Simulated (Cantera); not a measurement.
A closed system holds: 1 mol SiH2Cl2, a varied amount of NO, equilibrated at 973 K and 1.33 mbar.

Method: chemical equilibrium by Gibbs-energy minimisation in Cantera with the NASA 1993 tables (ideal gas, pure condensed phases). Candidate condensed phases: H2O, NH4Cl, Si, SiO2, Si2N2O, Si3N4; 47 gas species. The tables' values for SiCl3 are old estimates; treat these amounts as uncertain. Rates play no part.

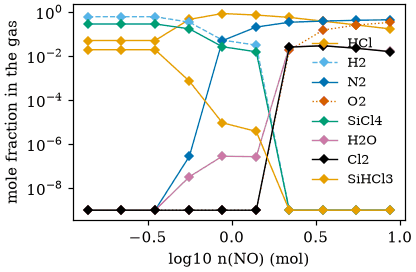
*Equilibrium gas composition (values under 1e-9 drawn at 1e-9)*

From 0.14 mol NO to 0.35 mol NO the condensed part is Si(s) + SiO2(β-quartz) + Si2N2O(s). From 0.56 mol NO to 1.4 mol NO the condensed part is SiO2(β-quartz) + Si2N2O(s). From 2.2 mol NO to 8.7 mol NO the condensed part is SiO2(β-quartz).
